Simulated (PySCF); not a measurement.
C₈H₁₆N₂

```xyz
26

C     2.5442    1.3451    0.1152
C     1.6966    0.1069    0.3728
C     1.1276   -0.4610   -0.9337
N     0.2547   -1.6029   -0.7398
C     0.9135   -2.8893   -0.6831
N    -0.9196   -1.6051   -0.1186
C    -1.7024   -0.6584    0.1967
C    -1.6488    0.8179    0.1013
C    -2.1275    1.6154    1.2912
C    -2.9529    1.5704    0.0484
H     1.9485    2.1266   -0.3526
H     2.9463    1.7343    1.0475
H     3.3754    1.1082   -0.5460
H     2.3040   -0.6587    0.8603
H     0.8736    0.3543    1.0462
H     1.9483   -0.7941   -1.5749
H     0.5836    0.3137   -1.4803
H     1.6587   -2.9411    0.1187
H     1.4070   -3.0897   -1.6358
H     0.1551   -3.6470   -0.5053
H    -2.6153   -1.0240    0.6588
H    -0.8360    1.2544   -0.4596
H    -1.6057    2.5288    1.5354
H    -2.4765    1.0683    2.1544
H    -3.0067    2.4539   -0.5702
H    -3.8668    0.9956    0.0660
```

Geometry: GFN2-xTB.

These are results of PBE0/pcSseg-1, SCF density, gas phase, non-relativistic in PySCF, not measurements.

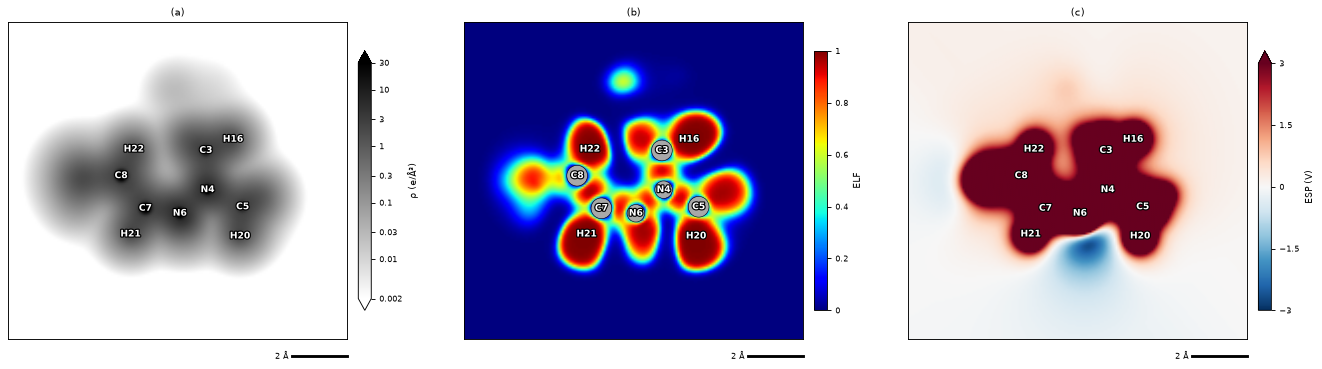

Figure 1. (a) total electron density; (b) electron localisation function; (c) molecular electrostatic potential on the plane of atoms N6, C7 and C8. Grey discs cover the atomic cores in the ELF map.

Read the bonding off the picture.

- The section cuts through C, N and H sites.
- C–N (1.27 Å): the density is about 2.7 e/Å³ at the midpoint; the ELF peaks at about 0.90 between the atoms: a multiple bond.
- N–N (1.33 Å): ρ is about 2.5 e/Å³ halfway; the ELF peaks at about 0.90 between the atoms; localised, covalent bonding.
- C–C (1.48 Å): the density is about 1.7 e/Å³ at the midpoint; the ELF peaks at about 0.95 between the atoms, as expected for a covalent bond.
- C–H (1.09 Å): ρ is about 2 e/Å³ halfway; the ELF climbs to about 1 towards the hydrogen, as it does in any bond to H (a covalent bond by its length).
- C–N (1.45 Å): ρ at the midpoint is about 2 e/Å³; the ELF peaks at about 0.95 between the atoms, as expected for a shared electron pair.
- The ELF also peaks beside N6, away from the bonds: lone-pair regions.
- Outside the dense part of the molecule the potential is most negative (−2.7 V) near N6.

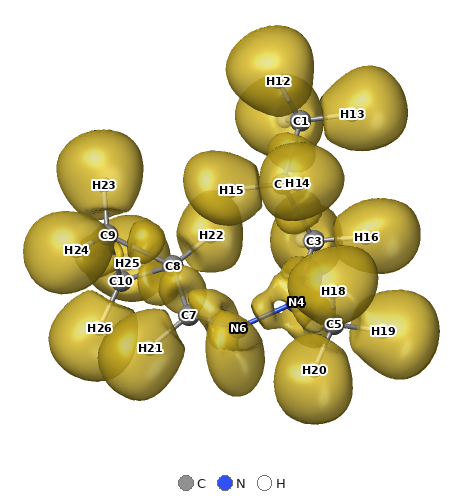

Figure 2. Isosurface of the ELF at 0.75 (yellow), seen at a tilt. Only the valence region is drawn (cores and ρ < 0.01 e/Å³ removed).

Describe the localisation domains.

The surface consists of six regions between bonded C–C atoms (shared pairs), 16 regions around hydrogen nuclei and two regions on N in which the atom's valence shell and bonds are merged.

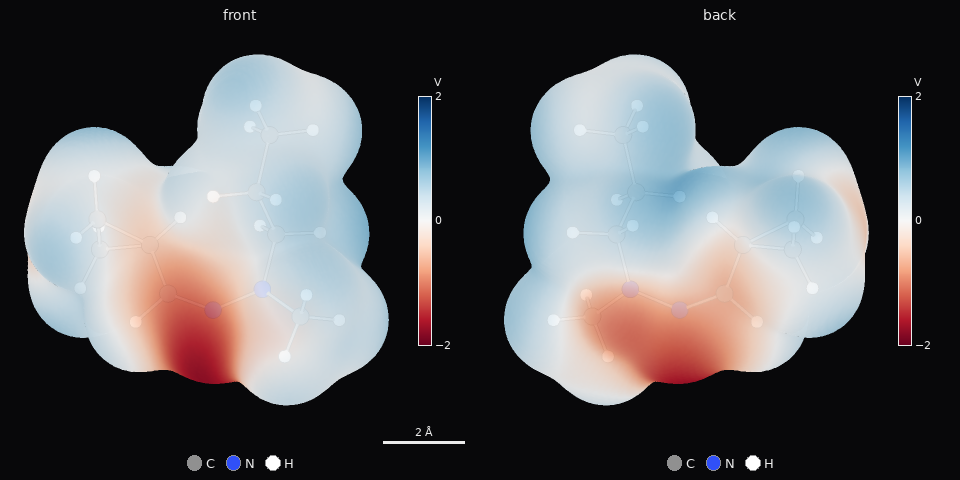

Figure 3. The electrostatic potential painted on the density surface at 0.002 e/bohr³, seen from the front and from behind; the colour scale runs from red (negative) to blue (positive).

Describe the electrostatic potential map.

The most negative region (about −1.7 V) lies over N6, the most positive (about +0.9 V) over H17 and H22. N6 is the likeliest acceptor of a hydrogen bond.

How polar is the molecule by this calculation?

Its dipole moment is 2.02 D.
